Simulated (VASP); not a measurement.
Band structure of Ga₂HgTe₄ (space group I-4). All values below come from PBEsol GGA, VASP's PBE PAW potentials (set 64) (plane waves; VASP).

Unless said otherwise, spin-orbit coupling is left out, though it shifts the bands of the heavy elements here.

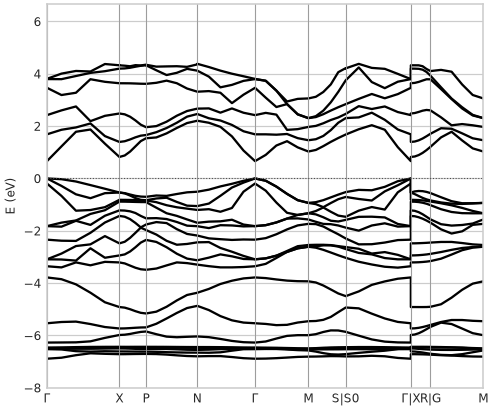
Figure. Bands along high-symmetry lines, zero at the valence-band maximum or, without a gap, the Fermi level

Q: Read the plot: is there a gap, and where are the band edges?

A: The gap is direct, 0.66 eV, from the valence maximum at Γ to the conduction minimum at Γ.

The structure comes from a computed database's Ga2HgTe4 entry (I-4); how it stands against other phases isn't given here. The cell was not relaxed at this level. The k-mesh is coarse (spacing up to 0.48 per Å, 2π included), so the numbers may not be converged in it.
